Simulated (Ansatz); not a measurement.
```
Mg Cd S
1.0
     3.81676    0.00000    0.00000
     0.00000    3.81676    0.00000
     0.00000    0.00000   27.05764
Mg Cd S
4 6 10
Direct
  0.50000 0.50000 0.29836
  0.00000 0.00000 0.79836
  0.00000 0.00000 0.20164
  0.50000 0.50000 0.70164
  0.00000 0.00000 0.39739
  0.50000 0.50000 0.89739
  0.00000 0.00000 0.00000
  0.50000 0.50000 0.50000
  0.50000 0.50000 0.10261
  0.00000 0.00000 0.60261
  0.50000 0.50000 0.39629
  0.00000 0.00000 0.89629
  0.50000 0.50000 0.00000
  0.00000 0.00000 0.50000
  0.00000 0.00000 0.10371
  0.50000 0.50000 0.60371
  0.50000 0.50000 0.20292
  0.00000 0.00000 0.70292
  0.00000 0.00000 0.29708
  0.50000 0.50000 0.79708
```

Space group I4/mmm; a structure generated by program, which may or may not match a known phase.

All numbers below come from Ansatz, DFT PBE, scalar-relativistic, plane waves, PAW.

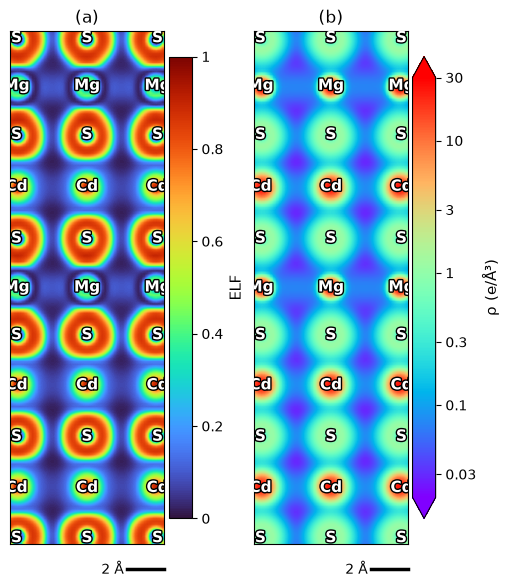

Mg$_{2}$Cd$_{3}$S$_{5}$. (a) ELF; (b) valence charge density (pseudo) on the (010) plane of the conventional cell.

Describe what can be read from this map.

Answer. Atoms in the plane: Mg, Cd and S.
Mg–S (2.58 Å): the density is about 0.28 e/Å³ at the midpoint; the ELF peaks at about 0.90 in the valence shell of S, 0.9 Å from its nucleus, and falls to about 0 next to Mg (an ionic contact with no shared pair).
Cd–S (2.71 Å): ρ at the midpoint is about 0.28 e/Å³; the ELF peaks at about 0.85 in the valence shell of S, 0.8 Å from its nucleus, and drops to about 0.15 between the two atoms.
Mg–S (2.65 Å): the density is about 0.26 e/Å³ at the midpoint; the ELF peaks at about 0.90 in the valence shell of S, 0.9 Å from its nucleus, and falls to about 0 next to Mg: a largely ionic contact.
Cd–S (2.78 Å): ρ is about 0.26 e/Å³ halfway; the ELF peaks at about 0.85 in the valence shell of S, 0.9 Å from its nucleus, and drops to about 0.15 between the two atoms.
Between the atoms the lowest density in this plane is 0.03 e/Å³.
The features right at Cd lie inside the PAW spheres, where the map follows smoothed inner orbitals and isn't to be read closely.
